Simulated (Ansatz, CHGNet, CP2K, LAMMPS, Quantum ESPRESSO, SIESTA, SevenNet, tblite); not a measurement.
# tblite runs on Zn2+ BF4- in dimethoxyethane and tetrahydrofuran at 400 K (85 atoms)

Aim: run Zn2+ BF4- in dimethoxyethane and tetrahydrofuran at 400 K (85 atoms) in tblite and see how near its forces come to a plane-wave reference, and at what cost.

Calculated with tblite 0.8.0; the method is named at each step.

### 1. Starting point

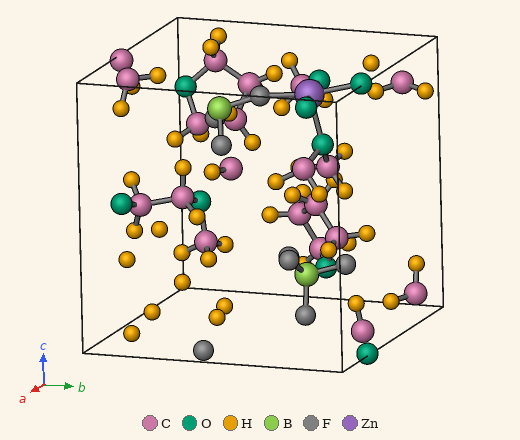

Start, viewed slightly off an axis; carbon pink, oxygen teal, hydrogen orange, boron green, fluorine grey, zinc purple. Bonds to atoms that aren't drawn are left out. Some periodic images of atoms are drawn too.

The cell holds 85 atoms: 20 C, 8 O, 46 H, 2 B, 8 F and 1 Zn. Its edges and angles: a = 9.806 Å, b = 9.806 Å, c = 9.806 Å, α = 90.0°, β = 90.0°, γ = 90.0°. 3 dimethoxyethane, 2 tetrahydrofuran, 1 Zn2+, 2 BF4- placed at random, at 1.15 g/cm³; overlaps pushed apart, then 10 ps at 550 K with stiff harmonic cages for PF6 and BF4 with UFF radii; divalent ions of Li, Roberts, Chakravorty and Merz (J. Chem. Theory Comput. 9, 2733 (2013)); MMFF94 bonds, angles, torsions, charges and radii (Halgren, J. Comput. Chem. 17, 490 (1996)) in harmonic and 12-6 forms; charges of ions scaled by 0.8. Snapshot after 30 ps at 400 K and fixed volume.

The yardstick, on the same geometry:

| Item | Value |
| --- | --- |
| method | Kohn-Sham DFT, PBE, PAW, plane waves (Ansatz 0.2.0); cutoff 420 eV, Γ point, fermi-dirac smearing of 0.05 eV; PAW set soft_2 |
| r.m.s. force component | 1.049 eV/Å |
| longest force | 4.128 eV/Å |
| pressure | 5.547 GPa |
| gap (highest filled to lowest empty level) | 3.958 eV |
| SCF cycles | 10 |
| time | 6.2 s on 4 threads of Arm Neoverse V2, shared host |
| CPU time | 23 s |

### 2. GFN1-xTB

Method: GFN1-xTB tight binding, diagonalisation.

Input file run.py:

```python
import numpy as np
from ase.io import read
from tblite.ase import TBLite

atoms = read("structure.xyz")
atoms.calc = TBLite(method="GFN1-xTB", electronic_temperature=580, accuracy=1.0, max_iterations=250, mixer_damping=0.4, verbosity=1)
energy = atoms.get_potential_energy()
forces = atoms.get_forces()
print(f"energy {energy:.6f} eV")
print("forces (eV/A)")
for i, (a, f) in enumerate(zip(atoms, forces)):
    print(f"{i:4d} {a.symbol:2s} {f[0]:10.5f} {f[1]:10.5f} {f[2]:10.5f}")
stress = -atoms.get_stress(voigt=False) * 160.21766
print("stress (GPa, compression positive)")
for row in stress:
    print(" ".join(f"{x:10.4f}" for x in row))
print("charges (e)")
print(np.array2string(atoms.get_charges(), precision=4, suppress_small=True, max_line_width=110, threshold=100000))
```

Input file structure.xyz:

```xyz
85
Lattice="9.80591 0.00000 0.00000 0.00000 9.80591 0.00000 0.00000 0.00000 9.80591" Properties=species:S:1:pos:R:3 pbc="T T T"
C 4.84706 6.57271 8.97270
O 5.72391 7.56761 9.43887
C 4.91168 8.67205 0.23064
C 5.60457 0.05795 9.62185
O 7.03535 9.67216 9.80199
C 7.66793 1.09816 9.50448
H 5.31804 5.96494 8.25020
H 4.19585 7.15871 8.35464
H 4.25930 5.88443 9.69383
H 3.87716 8.81875 9.71677
H 5.00052 8.48809 1.24055
H 5.34569 0.32428 8.63489
H 5.42443 0.92656 0.50314
H 8.19421 1.02158 8.56487
H 6.90160 1.92921 9.51791
H 8.43181 1.32390 0.47853
C 0.55207 8.98427 0.55629
O 9.43338 8.51633 9.42995
C 0.12395 8.49613 8.08223
C 8.88229 8.15283 7.04633
O 7.55516 8.36934 7.62272
C 6.59624 8.17077 6.57653
H 0.13934 8.87562 1.53247
H 0.73103 0.23779 0.39204
H 1.50462 8.42347 0.46372
H 0.48265 9.49879 7.92935
H 0.98706 7.82286 7.92376
H 9.06311 8.79423 6.21803
H 8.97172 7.12782 6.53162
H 6.78569 8.85346 5.78372
H 6.64076 7.08261 6.48455
H 5.59359 8.41347 6.90562
C 0.04462 1.90735 4.46904
O 8.90926 1.24260 5.29450
C 7.61449 1.44029 4.95610
C 7.16704 2.87137 5.22282
O 5.82236 2.99571 4.75655
C 5.86952 3.19996 3.31793
H 1.09973 1.61180 4.58338
H 9.73178 2.97962 4.69605
H 9.49830 1.63161 3.44276
H 7.27236 1.06325 3.91560
H 6.99465 0.88332 5.68184
H 7.20558 2.92971 6.31510
H 7.83482 3.66182 4.73625
H 4.90609 3.54307 3.01002
H 6.79677 3.65300 2.94903
H 5.78941 2.25055 2.83528
C 2.52659 6.07162 4.06828
C 1.56238 5.06328 3.41971
C 1.28810 5.72802 2.13602
O 2.52434 6.40208 1.80605
C 2.94834 6.99985 3.02238
H 2.11239 6.62291 4.90384
H 3.26811 5.48749 4.54033
H 0.62915 4.83147 3.94982
[... 25 atom lines left out ...]
F 8.05624 6.23254 9.35876
F 7.52653 4.30950 8.29972
F 9.37141 5.25126 7.81590
Zn 7.66204 7.95455 9.44956
```

Run with:

```sh
OMP_NUM_THREADS=1 python run.py > output.txt
```

The log of the run:

```text
------------------------------------------------------------
  cycle        total energy    energy error   density error
------------------------------------------------------------
      1     -148.3524242194  -1.4937570E+02   5.8131135E-01
      2     -149.6642615976  -1.3118374E+00   3.2638953E-01
      3     -149.6814124466  -1.7150849E-02   1.0921355E-01
      4     -149.7031711753  -2.1758729E-02   2.2861500E-02
      5     -149.7148601195  -1.1688944E-02   2.1836154E-03
      6     -149.7149616774  -1.0155785E-04   5.8624546E-04
      7     -149.7149653255  -3.6481466E-06   1.7738700E-04
      8     -149.7149655470  -2.2149209E-07   6.2494130E-05
      9     -149.7149656136  -6.6605679E-08   1.3139444E-05
------------------------------------------------------------
 total:                                   1.646 sec
energy -4073.951723 eV
forces (eV/A)
   0 C    -1.24349   -0.43201    0.12275
   1 O    -2.28234    0.33069    1.08967
   2 C     0.74661   -1.90159   -1.40183
   3 C     2.19942    2.34735    1.95851
   4 O    -1.43032    1.57511   -0.14846
   5 C     0.29659    1.04205    0.90730
   6 H     1.20980   -1.10135   -0.48457
   7 H    -1.59723   -0.14926   -0.40864
   8 H     1.12417    1.47328   -0.44942
   9 H    -0.08128   -0.92976   -0.21503
  10 H    -0.20429   -0.16265    2.64464
  11 H    -0.00324    0.39102   -1.45738
  12 H    -0.72550   -0.46926   -0.46127
  13 H    -0.02002    0.24606   -0.59879
  14 H     1.00881   -0.63467   -0.23907
  15 H    -0.48718   -0.12186   -0.26810
  16 C     1.07957    0.02087   -0.34713
  17 O     0.34122   -0.90591   -1.22038
  18 C     0.54410   -0.21520    0.43209
  19 C    -0.92782   -1.32230    0.10161
  20 O     1.41182    0.48202   -1.74371
  21 C    -0.19645   -1.06992    1.49387
  22 H    -0.35285   -0.30094    0.82217
  23 H     0.32597    0.41785   -0.08346
[...]
77 F    -0.59519    0.07929   -0.94169
  78 F    -0.12870    0.31515   -0.52110
  79 B    -1.94441    0.80118   -1.80224
  80 F     0.43454   -0.20963   -0.19398
  81 F     0.47472   -0.94819   -0.06661
  82 F    -0.37544   -0.74137    0.93030
  83 F     1.54907    0.02478    0.62303
  84 Zn   -0.34930   -0.72056    0.53943
stress (GPa, compression positive)
    0.4787     0.1107     0.3085
    0.1107     3.1380    -0.8204
    0.3085    -0.8204     3.2858
charges (e)
[ 0.1602 -0.3974  0.1635  0.1807 -0.3994  0.1638  0.0544  0.0145  0.0361  0.0373  0.0733  0.0469  0.0347
  0.0465  0.0387  0.0385  0.166  -0.392   0.1791  0.1696 -0.4114  0.149   0.0704  0.0157  0.0277  0.0361
  0.0352  0.0506  0.0634  0.0585  0.0636  0.0284  0.1616 -0.457   0.1841  0.1645 -0.4738  0.1492  0.0208
  0.0246  0.0213  0.0236  0.0215  0.0426  0.0251  0.0375  0.0418  0.0101 -0.063  -0.0633  0.1816 -0.4924
  0.1845  0.0206  0.0333  0.0348  0.0255  0.0431  0.0358  0.0431  0.0115 -0.064  -0.0617  0.1966 -0.4943
  0.1885  0.0401  0.0418  0.0456  0.0404  0.0117  0.0053  0.0228  0.0258  0.7439 -0.3067 -0.3972 -0.4132
 -0.3669  0.7499 -0.347  -0.3294 -0.403  -0.3833  0.8592]
```

The job ended after 2.1 s (1 thread of Arm Neoverse V2, shared host; peak memory 0.16 GiB).

Banners, paths, timers and routine set-up lines are dropped from the logs unmarked, and long logs keep their key lines alone; longer cuts are marked.

Numbers from this run, and their distance from the reference:

- r.m.s. force component: 0.9459 eV/Å
- r.m.s. difference of force components: 383.9 meV/Å
- longest difference of force vectors: 2848 meV/Å
- force difference over r.m.s. force: 36.58 %
- slope of forces against the reference's: 0.8393
- correlation of force components: 0.9312
- pressure: 2.301 GPa
- pressure difference: -3.247 GPa

Length of the force difference by element (eV/Å):

| element | atoms | mean | most |
| --- | --- | --- | --- |
| B | 2 | 0.73 | 0.78 |
| C | 20 | 0.54 | 0.98 |
| F | 8 | 1.0 | 2.8 |
| H | 46 | 0.13 | 0.29 |
| O | 8 | 0.91 | 1.6 |
| Zn | 1 | 2.1 | 2.1 |

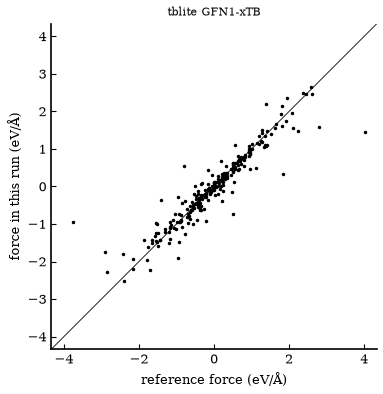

Force components against those of the reference; the line marks equality.

The surroundings of H29, picked at random, nearest first, numbered as they follow in the input and with coordinates relative to it.

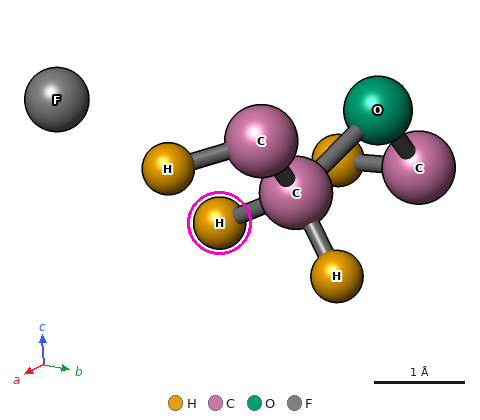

The atoms of the table, within 2.6 Å (arrows a, b, c point along x, y, z); some may hide others; the central atom is ringed.

| atom | x | y | z | distance (Å) | bonds | Mulliken charge (e) | Fx | Fy | Fz (eV/Å) |
| --- | --- | --- | --- | --- | --- | --- | --- | --- | --- |
| H29 | 0.00 | 0.00 | 0.00 | 0.00 | 1 | 0.06 | -0.22 | 0.79 | 1.35 |
| C20 | -0.09 | 1.03 | 0.51 | 1.15 | 4 | 0.17 | -0.93 | -1.32 | 0.10 |
| H28 | 0.09 | 1.67 | -0.31 | 1.70 | 1 | 0.05 | -0.20 | 1.13 | -0.90 |
| O21 | -1.42 | 1.24 | 1.09 | 2.18 | 3 | -0.41 | 1.41 | 0.48 | -1.74 |
| C19 | 0.96 | 1.37 | 1.55 | 2.28 | 4 | 0.18 | 0.54 | -0.22 | 0.43 |
| F84 | 0.40 | -1.88 | 1.28 | 2.31 | 1 | -0.38 | 1.55 | 0.02 | 0.62 |
| H31 | -2.33 | -0.05 | -0.05 | 2.33 | 1 | 0.06 | -0.27 | 0.03 | -1.41 |
| H27 | 1.82 | 0.70 | 1.39 | 2.40 | 1 | 0.04 | -0.14 | -0.09 | 0.52 |
| C22 | -2.38 | 1.04 | 0.04 | 2.59 | 4 | 0.15 | -0.20 | -1.07 | 1.49 |

Atoms are counted from 1 here, from 0 in the log.

Forces lie 37 % from the reference's, at 0.089 times its CPU time (on 1 against 4 cores).

### 3. What came out

- force difference from the reference: tblite GFN1-xTB, 37 %
- its CPU time: 2.1 s

In words: Tight binding differs by 37 % (tblite GFN1-xTB); it is another model, with fitted parameters of its own, and the xTB methods hold dispersion. One electronic-structure run takes under half the reference's CPU time: tblite GFN1-xTB, at 37 % in 2.1 s against 23 s; its pressure misses by -3.2 GPa. Periodic xTB results under one method name differ between programs and library versions. The network of contacts between molecules at the start is that of the classical potential that made the cell, and needn't be the one that DFT or experiment would give. The reference's PBE has no dispersion term, which matters for the binding between molecules or layers. The density was typed from a rule of thumb and may lie off the real one at this temperature. The electronic-structure runs sample only Γ, in a cell whose shortest periodic width is 10 Å.

[Also dropped from logs without a mark: logging warnings of Python, and SIESTA's first energy breakdown and zero terms.]

[Logs are printed without paths, hosts, clocks, repeated set-up lines and the standing remarks that a program may print on its own settings, such as how far it seeks lower states.]

[Hosts, paths, dates, database ids (printed as entryN), source tags and the programs' standing remarks are cut or masked in the printed files.]

[The MMFF94 radii named for the starting cell were scaled by 0.96; in molecules described by MMFF94, hydrogen bound to N, O or S took a small fixed 12-6 site in their place.]
